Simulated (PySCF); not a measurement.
# A workflow on SiSbH5 (SbH2(SiH3))

We compute a structure relaxation (HF/ma-def2-TZVP), then vibrational wavenumbers, then the energy (MP2/def2-TZVPPD), then the vertical excitations (ADC(2)/ANO-RCC-MB) of SiSbH5 (SbH2(SiH3)). Input form: a Python script.

The calculation is run with PySCF 2.14.0.

## 1. The system as given

SiSbH5 has 7 atoms, charge 0, and is taken as a singlet. As SMILES, `[H][Sb]([H])[SiH3]`. All atoms were displaced at random from a relaxed shape. The run starts from this shape.

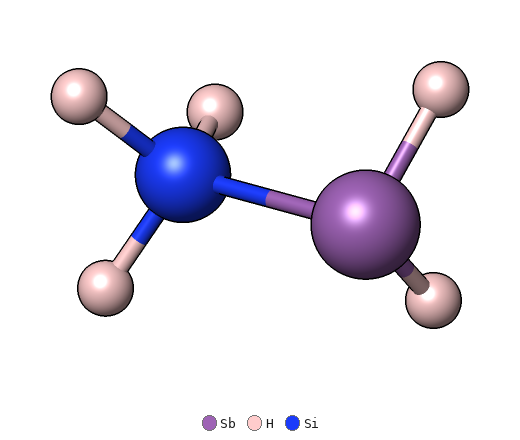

Viewed from a chosen angle; antimony purple, hydrogen pink, silicon blue.

## 2. A structure relaxation at HF/ma-def2-TZVP (density fitting, core potential) (run 1)

mol.xyz reads:

```xyz
7
H5SbSi
Sb     0.616743     1.147621     1.117686
H      1.906064     1.050759     0.222074
H     -0.070727     2.274845     0.064848
Si    -0.422773    -0.760854    -0.170566
H     -0.503879    -0.613609    -1.665872
H     -1.807788    -1.134900     0.322291
H      0.251635    -2.072485     0.052476
```

input.py reads:

```python
# SbH2(SiH3)
from pyscf import gto, scf
from pyscf.geomopt.geometric_solver import kernel as optimise

mol = gto.M(
    atom='mol.xyz',
    ecp={'Sb': 'def2-svp'},
    basis='ma-def2-tzvp',
    charge=0,
    verbose=3,
    max_memory=1860,
)

calc0 = scf.RHF(mol)
calc0 = calc0.density_fit()
converged, mol_eq = optimise(calc0, maxsteps=100)
print('converged:', converged)
print(mol_eq.tostring())

calc0.reset(mol_eq)
mol = mol_eq
calc0.kernel()
e_final = calc0.e_tot
print(f'total energy: {e_final:.8f} hartree')
```

Launch:

```sh
$ OMP_NUM_THREADS=1 python input.py
```

What it wrote:

```text
maxiter                   100
[... 36 lines left out ...]
> Convergence Criteria:
[... 23 lines left out ...]
converged SCF energy = -531.089121234164
[... 53 lines left out ...]
WARN: Even tempered Gaussians are generated as DF auxbasis for  H Sb Si
[... 55 lines left out ...]
WARN: Even tempered Gaussians are generated as DF auxbasis for  H Sb Si
[... 55 lines left out ...]
WARN: Even tempered Gaussians are generated as DF auxbasis for  H Sb Si
[... 55 lines left out ...]
WARN: Even tempered Gaussians are generated as DF auxbasis for  H Sb Si
[... 55 lines left out ...]
WARN: Even tempered Gaussians are generated as DF auxbasis for  H Sb Si
[... 43 lines left out ...]
Converged! =D
[... 1 line left out ...]
converged: True
Sb          0.63876032        1.09580843        1.09710269
H           2.01129510        1.13644345        0.10022249
H          -0.17840929        2.29161684        0.21294182
Si         -0.46261550       -0.86589492       -0.19543193
H          -0.43113506       -0.66400037       -1.65583490
H          -1.86568813       -0.99135868        0.24648898
H           0.25706756       -2.11123775        0.13744785

WARN: Even tempered Gaussians are generated as DF auxbasis for  H Sb Si

converged SCF energy = -531.100390606328
total energy: -531.10039061 hartree
```

Run time: 3 min. Hardware: 1 thread of Intel Xeon at 2.50GHz (Skylake/Cascade Lake), shared host; peak memory 0.32 GiB.

Step by step:

```tsv
step	energy from the first frame kept (eV)	largest force (eV/Å)
0	0.0000	2.5795
1	-0.2625	0.8873
2	-0.3009	0.2978
3	-0.3045	0.0524
4	-0.3048	0.0215
5	-0.3052	0.0412
6	-0.3058	0.0566
7	-0.3062	0.0419
8	-0.3065	0.0154
9	-0.3066	0.0081
10	-0.3067	0.0035
11	-0.3067	0.0006
```

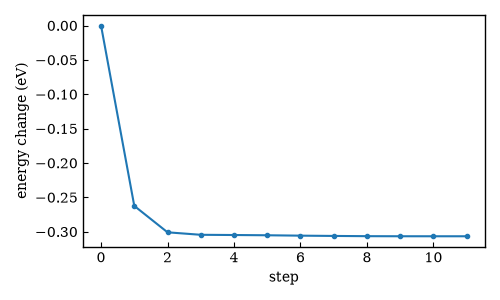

Energy along the run.

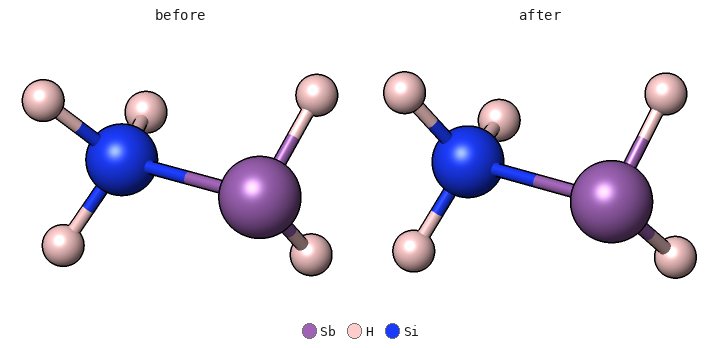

Before and after, at one scale.

After the run. Bond lengths: Sb1–Si4 2.595 Å, Sb1–H2 1.697 Å, Sb1–H3 1.697 Å, Si4–H5 1.475 Å, Si4–H6 1.476 Å, Si4–H7 1.476 Å. Angles: Sb1–Si4–H5 112.4°, Sb1–Si4–H6 108.6°, Sb1–Si4–H7 108.6°, H2–Sb1–Si4 93.9°, H3–Sb1–Si4 93.9°, H5–Si4–H6 109.2°, H5–Si4–H7 109.2°, H6–Si4–H7 108.9°, H2–Sb1–H3 93.8°.

## 3. The harmonic vibrations at HF/ma-def2-TZVP (density fitting, core potential) (run 2)

start.xyz reads:

```xyz
7

Sb     0.221843     0.393577     0.276314
H      1.594421     0.434189    -0.720569
H     -0.595283     1.589363    -0.607849
Si    -0.879532    -1.568126    -1.016221
H     -0.848052    -1.366231    -2.476624
H     -2.282596    -1.693607    -0.574184
H     -0.159840    -2.813462    -0.683458
```

calc.py reads:

```python
from pyscf import gto, symm
from pyscf.hessian import thermo

molecule = gto.M(
    atom='start.xyz',
    verbose=3,
    max_memory=1860,
    basis='ma-def2-tzvp',
    ecp={'Sb': 'def2-svp'},
    spin=0,
)

myscf = molecule.RHF()
myscf = myscf.density_fit()
myscf.kernel()

etot = myscf.e_tot
print(f'total energy: {etot:.8f} hartree')
hess = myscf.Hessian().kernel()
modes = thermo.harmonic_analysis(molecule, hess)
thermo.dump_normal_mode(molecule, modes)
symm.geom.TOLERANCE = 1e-3  # for the symmetry number
th = thermo.thermo(myscf, modes['freq_au'], 200, 101325)
thermo.dump_thermo(molecule, th)
```

Launch:

```sh
$ OMP_NUM_THREADS=1 python calc.py
```

What it wrote:

```text
WARN: Even tempered Gaussians are generated as DF auxbasis for  Si Sb H

converged SCF energy = -531.100390605488
total energy: -531.10039061 hartree
[... 84 lines left out ...]
Gibbs free energy [Eh] -531.07786
```

Run time: 3.7 min. Hardware: 1 thread of Intel Xeon at 2.50GHz (Skylake/Cascade Lake), shared host; peak memory 1.3 GiB.

## 4. The energy at MP2/def2-TZVPPD (density fitting, core potential) (run 3)

run.py reads:

```python
from pyscf import gto, scf, mp

mol = gto.Mole()
mol.atom = '''
Sb       0.638760       1.095808       1.097103
H        2.011295       1.136443       0.100222
H       -0.178409       2.291617       0.212942
Si      -0.462615      -0.865895      -0.195432
H       -0.431135      -0.664000      -1.655835
H       -1.865688      -0.991359       0.246489
H        0.257068      -2.111238       0.137448
'''
mol.verbose = 3
mol.max_memory = 1860
mol.ecp = {'Sb': 'def2-svp'}
mol.charge = 0
mol.basis = 'def2-tzvppd'
mol.build()

mf = scf.RHF(mol)
mf = mf.density_fit()
mf.kernel()

pt = mp.MP2(mf).run()
energy = pt.e_tot
print('E(%s) = %.9f' % ('MP2', energy))
mf.analyze()
```

Launch:

```sh
$ OMP_NUM_THREADS=1 python run.py
```

What it wrote:

```text
converged SCF energy = -531.101514955044
[... 16 lines left out ...]
MO #13  energy= -1.60911847991749  occ= 2
[... 21 lines left out ...]
MO #35  energy= 0.17502823137131   occ= 0
[... 21 lines left out ...]
MO #57  energy= 0.457683836274652  occ= 0
[... 21 lines left out ...]
MO #79  energy= 0.973553870240792  occ= 0
[... 21 lines left out ...]
MO #101 energy= 1.40607083522597   occ= 0
[... 21 lines left out ...]
MO #123 energy= 2.68713859623606   occ= 0
[... 21 lines left out ...]
MO #145 energy= 3.72570118648152   occ= 0
[... 21 lines left out ...]
MO #167 energy= 4.42273904659264   occ= 0
[... 21 lines left out ...]
MO #189 energy= 113.509915544758   occ= 0
[... 1 line left out ...]
WARN: Weak orthogonality for localized orbitals 8.354407002773497e-09

 ** Mulliken atomic charges  **
charge of    0Sb =      2.51858
charge of    1H =     -0.87018
charge of    2H =     -0.85634
charge of    3Si =     -0.38709
charge of    4H =     -0.13545
charge of    5H =     -0.13475
charge of    6H =     -0.13476
Dipole moment(X, Y, Z, Debye): -0.13386, -0.24247, -0.11747
```

Run time: 6.6 s. Hardware: 1 thread of Intel Xeon at 2.50GHz (Skylake/Cascade Lake), shared host; peak memory 0.28 GiB.

## 5. The vertical excitations at ADC(2)/ANO-RCC-MB (sfX2C, root kind ee) (run 4)

input.xyz reads:

```xyz
7

Sb     0.638760     1.095808     1.097103
H      2.011295     1.136443     0.100222
H     -0.178409     2.291617     0.212942
Si    -0.462615    -0.865895    -0.195432
H     -0.431135    -0.664000    -1.655835
H     -1.865688    -0.991359     0.246489
H      0.257068    -2.111238     0.137448
```

job.py reads:

```python
from pyscf import gto, adc

mol = gto.M(
    atom='input.xyz',
    verbose=3,
    max_memory=1860,
    basis='ano-rcc-mb',
    charge=0,
)

mf = mol.RHF()
mf = mf.sfx2c1e()
mf.kernel()

myadc = adc.ADC(mf)
myadc.method = 'adc(2)'

myadc.method_type = 'ee'
e, vec, osc, x = myadc.kernel(nroots=6)

roots = e * 27.211386
print('root  energy (eV)  strength')
for i, (w, f) in enumerate(zip(roots, osc), 1):
    print('%3d %10.4f %10.5f' % (i, w, f))
```

Launch:

```sh
$ OMP_NUM_THREADS=1 python job.py
```

What it wrote:

```text
converged SCF energy = -6770.20821192553
MP2 correlation energy of reference state (a.u.) = -0.06877465
root  energy (eV)  strength
  1     6.9958    0.27031
  2     8.8152    0.07691
  3     9.4086    0.00842
  4     9.5388    1.74266
  5    10.3096    0.08272
  6    10.3952    0.04608
```

It took 19 s on 1 thread of Intel Xeon at 2.50GHz (Skylake/Cascade Lake), shared host; peak memory 0.18 GiB.

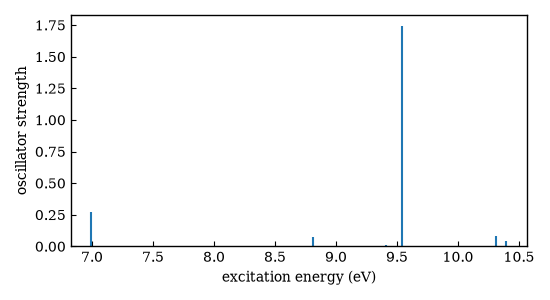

Vertical excitations as sticks.

The roots found:

```tsv
excited state	energy (eV)	strength
1	6.996	0.2703
2	8.815	0.0769
3	9.409	0.0084
4	9.539	1.7427
5	10.310	0.0827
6	10.395	0.0461
```

## 6. Outcome

| quantity | value |
| --- | --- |
| run 1, HF/ma-def2-TZVP: total energy at the end | -531.10039 Eh |
| run 1, HF/ma-def2-TZVP: dipole moment | 0.30 D |
| run 1, HF/ma-def2-TZVP: HOMO energy | -9.17 eV |
| run 1, HF/ma-def2-TZVP: LUMO energy | 0.93 eV |
| run 1, HF/ma-def2-TZVP: HOMO–LUMO gap | 10.10 eV |
| run 2, HF/ma-def2-TZVP: lowest harmonic wavenumber | 129 cm⁻¹ |
| run 2, HF/ma-def2-TZVP: highest harmonic wavenumber | 2323 cm⁻¹ |
| run 2, HF/ma-def2-TZVP: zero-point energy | 105.7 kJ/mol |
| run 2, HF/ma-def2-TZVP: ideal-gas entropy at 200 K (symmetry number 1 as used) | 66.1 cal/(mol K) |
| run 3, MP2/def2-TZVPPD: total energy | -531.80814 Eh |
| run 3, MP2/def2-TZVPPD: dipole moment (Hartree–Fock density) | 0.30 D |
| run 3, MP2/def2-TZVPPD: HOMO energy (Hartree–Fock orbitals) | -9.16 eV |
| run 3, MP2/def2-TZVPPD: LUMO energy (Hartree–Fock orbitals) | 1.57 eV |
| run 3, MP2/def2-TZVPPD: HOMO–LUMO gap (Hartree–Fock orbitals) | 10.74 eV |
| run 3, MP2/def2-TZVPPD: correlation energy | -706.6 mEh |
| run 4, ADC(2)/ANO-RCC-MB: dipole moment (Hartree–Fock density) | 0.57 D |
| run 4, ADC(2)/ANO-RCC-MB: HOMO energy (Hartree–Fock orbitals) | -10.01 eV |
| run 4, ADC(2)/ANO-RCC-MB: LUMO energy (Hartree–Fock orbitals) | 2.54 eV |
| run 4, ADC(2)/ANO-RCC-MB: HOMO–LUMO gap (Hartree–Fock orbitals) | 12.55 eV |
| run 4, ADC(2)/ANO-RCC-MB: correlation energy | -68.8 mEh |
| run 4, ADC(2)/ANO-RCC-MB: lowest excitation energy | 7.00 eV |

**Reading.** The optimisation (run 1, HF/ma-def2-TZVP) took 11 steps and changed the energy by -0.307 eV. Mulliken charges (run 1, HF/ma-def2-TZVP) run from -0.05 on H6 to +0.12 on Si4. All 15 modes (run 2, HF/ma-def2-TZVP) are real, so the shape is a minimum at this level. Mulliken charges (run 2, HF/ma-def2-TZVP) run from -0.05 on H6 to +0.12 on Si4. The brightest of the 6 transitions from the ground state lies at 9.54 eV (130 nm, f = 1.743); the lowest, at 7.00 eV, has f = 0.270. Excitation energies in a minimal basis are rough.
